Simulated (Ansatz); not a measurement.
CH$_{7}$NO$_{3}$Si

```xyz
13

N     0.5470   -2.1029   -0.8490
Si    0.1047   -1.0770    0.4909
C    -0.1426    0.8098    0.1075
O    -1.1846    0.9246   -0.8273
O     1.0523    1.3593   -0.3896
O    -0.4284    1.5527    1.2920
H     1.4772   -1.9508   -1.2509
H    -0.1364   -2.1782   -1.6091
H     1.1958   -1.1523    1.5198
H    -1.1994   -1.5789    1.0551
H    -1.1223    1.8329   -1.1969
H     1.2216    2.1487    0.1648
H    -1.3643    1.3774    1.5075
```

Method: RKS PBE-D4/def2-SVP in Ansatz 0.2.0.

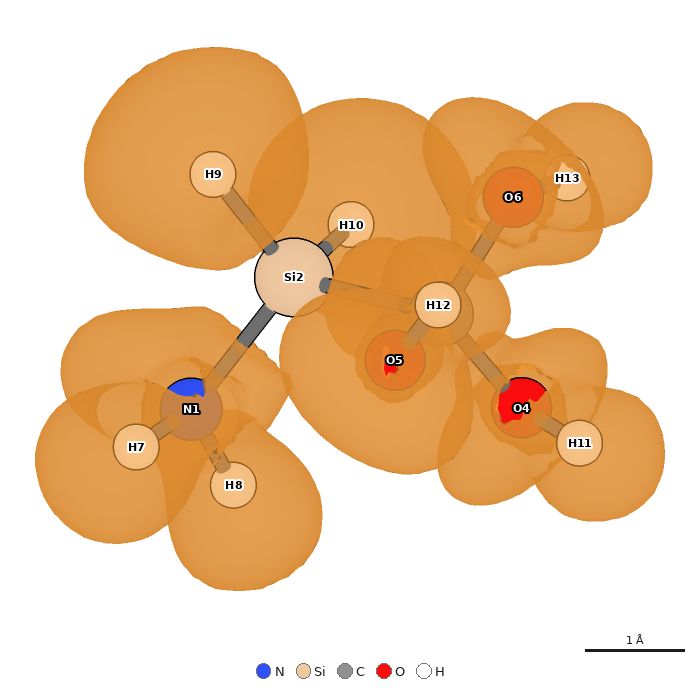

Figure 1. Isosurface of the ELF at 0.75 (orange), seen at a tilt. Only the valence region is drawn (cores and ρ < 0.01 e/Å³ removed).

Question: Identify the bonds, lone pairs and shells in this picture.

Answer: At this value the surface marks out one region between bonded C–Si atoms (shared pairs), two regions around hydrogen nuclei, one joined region spread over several atoms (H, N), in which their bonds and any lone pairs are merged and three joined regions spread over several atoms (H, O), in which their bonds and any lone pairs are merged.


C–O (1.40 Å): the ELF peaks at about 0.90 between the atoms, as expected for a polar covalent bond. Si–N (1.74 Å): the ELF peaks at about 0.90 between the atoms, as expected for a polar covalent bond.

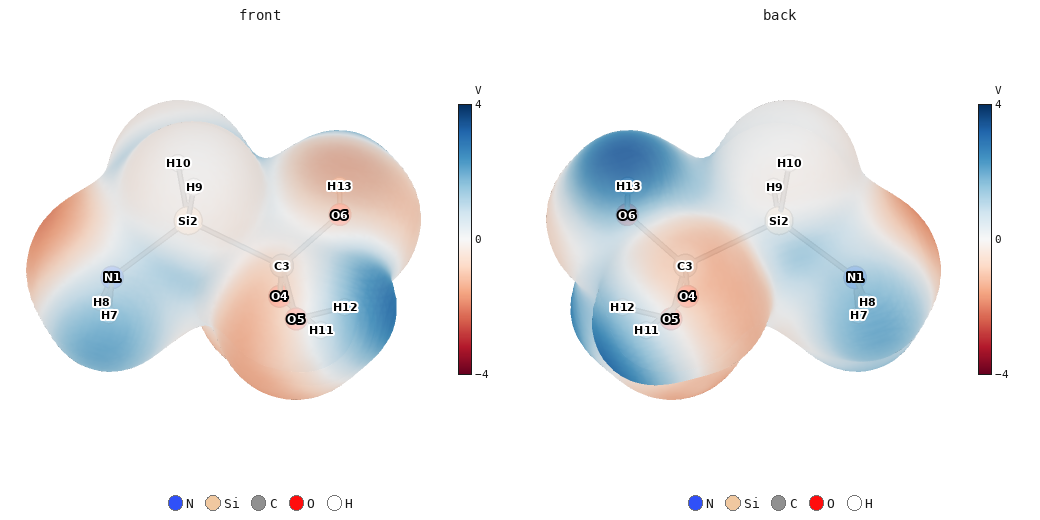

Figure 2. The molecular electrostatic potential painted on the density surface at 0.004 e/bohr³, seen from the front and from behind; red is negative and blue positive.

Question: Where is the surface potential most negative and most positive?

Answer: The most negative region (about −1.7 V) lies over N1, the most positive (about +3.0 V) over H13. N1 is the likeliest acceptor of a hydrogen bond.

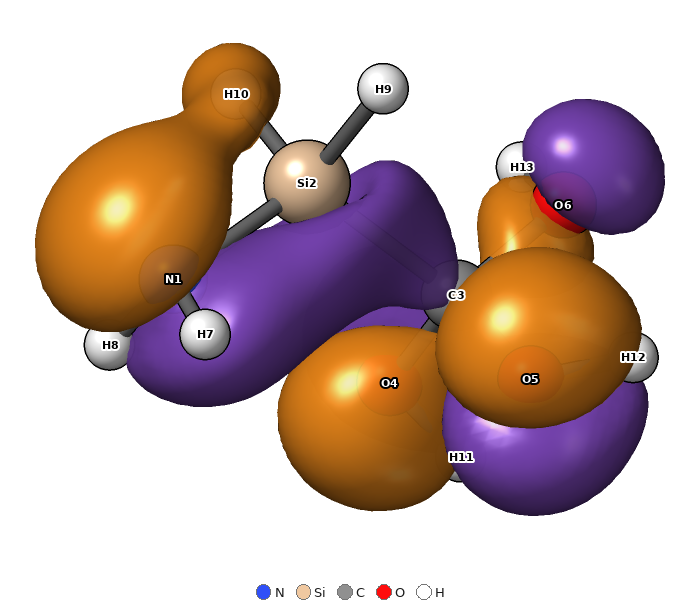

Figure 3. The HOMO−1 at ±0.08 Å⁻³ᐟ² (orange and purple are the two phases), seen at a tilt.

Question: Describe this orbital and give its energy.

Answer: By Hirshfeld shares it lies mainly on O4 (about 30 %), O5 (about 30 %), N1 (about 15 %), Si2 (about 5 %) and O6 (about 5 %); largely a combination of lone pairs on O4, O5, N1 and O6. Its energy is −6.34 eV.
